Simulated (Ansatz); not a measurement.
**Two attempts at S2O (Disulfur monoxide)**

Wanted: the energy of S2O (Disulfur monoxide), UCCSD(T)/STO-3G.

Program for the calculation: Ansatz 0.2.0.

54 further runs of the same task are left out: 21 that didn't finish, 33 set aside as unsound or not needed.

### Step 1. The molecule

S2O has 3 atoms, charge 0, and is taken as a singlet. As SMILES, `O=S=S`. The S3–S2 distance was set to 3.760 Å, away from the relaxed value. At this shape a bond of the SMILES string is far longer than usual.

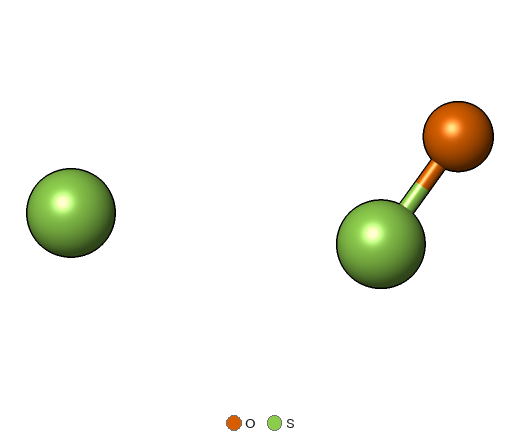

Viewed from a chosen angle; oxygen orange, sulfur green.

### Step 2. First attempt

File run.yaml:

```yaml
crystal:
  periodic: [false, false, false]
  atoms:
    - {symbol: O, position_ang: [1.961458, 1.997003, 1.284203]}
    - {symbol: S, position_ang: [2.038948, 0.587473, 0.939973]}
    - {symbol: S, position_ang: [-0.980740, -0.998510, -0.642110]}
basis:
  gaussian: {orbitals: STO-3G}
accuracy: high
scf: {omitted_lower_state_checks: [cluster_reference, increment]}
correlation: {method: ccsd_t, frozen_orbitals: {O: 1, S: 5}}
```

Command:

```
ansatz run run.yaml --threads 1 --pin off --max-ram 3480MiB --events-out events.jsonl --progress --plain --runs-dir runs
```

The program printed:

```text
Warning: RAYON_NUM_THREADS=1 ignored (pool sized by the plan → 1); use --threads N
[... 20 lines left out ...]
11 core orbitals not correlated: weight in the atoms' cores, before any rotation towards them, 1.000 or more for the frozen orbitals, at most 0.000 for the correlated occupied ones
[... 301 lines left out ...]
Error: not converged in 300 cycles: update norm 1.216e-6, energy change 4.935e-7 eV, smallest ratio of the change in the update to the step in singles and doubles: 1.8e-3
```

Wall time 1.5 s (1 thread of Arm Neoverse V1, shared host).

### Step 3. Reading the log

The run stopped without converging.

The telling line is `Error: not converged in 300 cycles: update norm 1.216e-6, energy change 4.935e-7 eV, smallest ratio of the change in the update to the step in singles`. Among its listed settings the sound run differs in this, and the input shows the rest: reference UHF in place of RHF. The next try takes another reference, UHF in place of RHF: a different method, not a cure for the first.

### Step 4. Second attempt

File molecule.yaml:

```yaml
crystal:
  periodic: [false, false, false]
  atoms:
    - {symbol: O, position_ang: [1.961458, 1.997003, 1.284203]}
    - {symbol: S, position_ang: [2.038948, 0.587473, 0.939973]}
    - {symbol: S, position_ang: [-0.980740, -0.998510, -0.642110]}
basis:
  gaussian: {orbitals: STO-3G}
accuracy: high
magnetization: {spin_polarized: true, initial_magnetization: 0}
correlation: {method: ccsd_t, frozen_orbitals: {O: 1, S: 5}}
scf: {omitted_lower_state_checks: [cluster_reference, increment]}
```

Command:

```
ansatz run molecule.yaml --threads 1 --pin off --max-ram 3480MiB --events-out events.jsonl --progress --plain --runs-dir runs
```

The program printed:

```text
Warning: RAYON_NUM_THREADS=1 ignored (pool sized by the plan → 1); use --threads N
[... 30 lines left out ...]
11 core orbitals not correlated: weight in the atoms' cores, before any rotation towards them, 1.000 or more for the frozen orbitals, at most 0.000 for the correlated occupied ones
[... 151 lines left out ...]
Total energy: -23406.26609239 eV, -860.1644135584 hartree
Checks for a lower state left out: cluster_reference, increment
```

Wall time 6 s (1 thread of Arm Neoverse V1, shared host).

### Step 5. Summary of results

At UCCSD(T)/STO-3G:

| quantity | value |
| --- | --- |
| total energy | -860.16441 Eh |
| correlation energy (11 core orbitals frozen) | -83.9 mEh |
| (T) correction | -0.61 mEh |
| ⟨S²⟩ of the reference determinant | 2.003 |
| T1 diagnostic | 0.052 |

In words: ⟨S²⟩ is 2.00 where a pure singlet has 0.00: the reference is spin-contaminated. The T1 diagnostic of 0.052 is above the customary mark for such species, so a single reference may not serve. The triples make up 0.7 % of the correlation energy.
